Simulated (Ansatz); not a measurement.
**FGaH4N2: basis-set convergence**

How large a basis does FGaH4N2 need? Two functionals are run in growing sets.

The runs use Ansatz 0.2.0, Gaussian basis; one geometry, several basis sets.

Levels to be run: PBE0-D4/def2-SVP; ωB97M-V/def2-SVP; PBE0-D4/def2-QZVPP; ωB97M-V/def2-QZVPP; the functionals' def2-TZVPP values are taken from earlier runs.

## 1. The geometry

An earlier PBE0-D4 in a triple-zeta def2 set relaxation fixed the geometry.

SMILES `[NH2][Ga]([NH2])[F]`, 8 atoms, charge 0, spin multiplicity 1.

Atoms are counted from 1 here; the program's logs count them from 0.

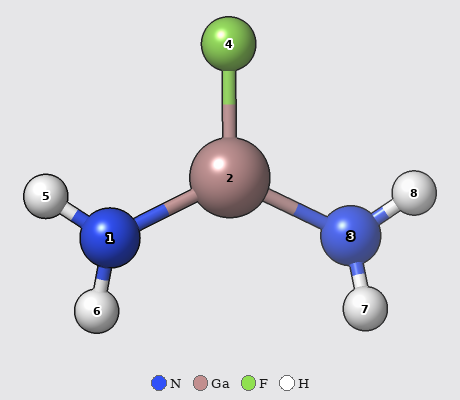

The geometry (nitrogen blue, gallium pink, fluorine green, hydrogen white); atoms are numbered from 1 in the order of the file.

## 2. PBE0-D4 in def2-SVP

The input, in.yaml:

```yaml
crystal:
  periodic: [false, false, false]
  atoms:
    - {symbol: N, position_ang: [-0.594832, 1.508049, -0.352591]}
    - {symbol: Ga, position_ang: [-0.208031, -0.256031, -0.330003]}
    - {symbol: N, position_ang: [0.873766, -1.164740, 0.795207]}
    - {symbol: F, position_ang: [-0.991846, -1.220700, -1.573480]}
    - {symbol: H, position_ang: [-1.381060, 1.831186, -0.891545]}
    - {symbol: H, position_ang: [-0.429431, 2.094933, 0.447326]}
    - {symbol: H, position_ang: [1.565700, -0.696487, 1.355218]}
    - {symbol: H, position_ang: [1.165755, -2.096199, 0.549868]}
basis:
  gaussian: {orbitals: def2-SVP}
hamiltonian: {xc: pbe0, dispersion: d4}
output: {orbitals: {seedname: orbitals}}
```

Started as:

```bash
ansatz run in.yaml --threads 4 --pin off --events-out ev --progress --plain --max-ram 10444MiB
```

The runs that follow: ωB97M-V in def2-SVP; PBE0-D4 in def2-QZVPP; ωB97M-V in def2-QZVPP.

**Question.** What will the summary of the whole plan be? Wanted: PBE0-D4: double and triple zeta above quadruple; ωB97M-V: double and triple zeta above quadruple.

The runs gave:

| quantity | value |
| --- | --- |
| PBE0-D4: double and triple zeta above quadruple | 15.53, 1.57 eV |
| ωB97M-V: double and triple zeta above quadruple | 15.63, 1.51 eV |

What this shows: For PBE0-D4 the step from double to triple zeta gains 13.96 eV and the next only 1.57 eV. These are total energies; as a rule much of such shifts cancels in differences, which this series doesn't test. The LUMO of ωB97M-V is positive and keeps falling with the basis (1.73 to 0.93 eV): an unbound level that the basis holds in place.
